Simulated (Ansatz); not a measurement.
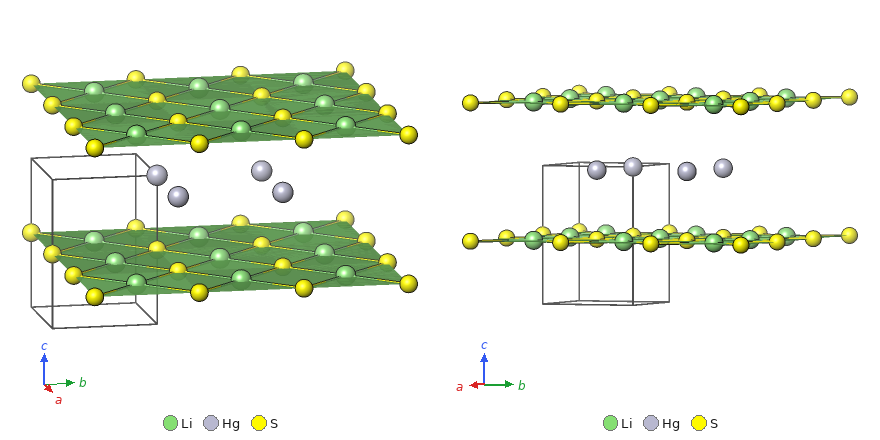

Polyhedra are drawn about Li (bonds: Li–S below 2.9 Å); other atoms are plain spheres. Two views of the same piece.

The compound is LiHgS (space group P4/mmm, No. 123), taken as coordinates from a relaxation with Ansatz 0.2.0, DFT PBE, scalar-relativistic, plane waves, PAW; the starting structure was generated, so it need not be a known form of this composition.

> What figure surrounds each Li atom, and what does it share with the other drawn polyhedra?

Li: LiS4 square, sharing corners with four neighbours and edges with four neighbours.

> How do these polyhedra hang together as a whole?

They form layers of corner- and edge-sharing squares parallel to (001). Their corner atoms also have Hg as close neighbours (those links are not drawn).

> How far apart are the centres of linked polyhedra?

Centre to centre across a shared corner: 5.16 Å; across a shared edge: 3.65 Å.
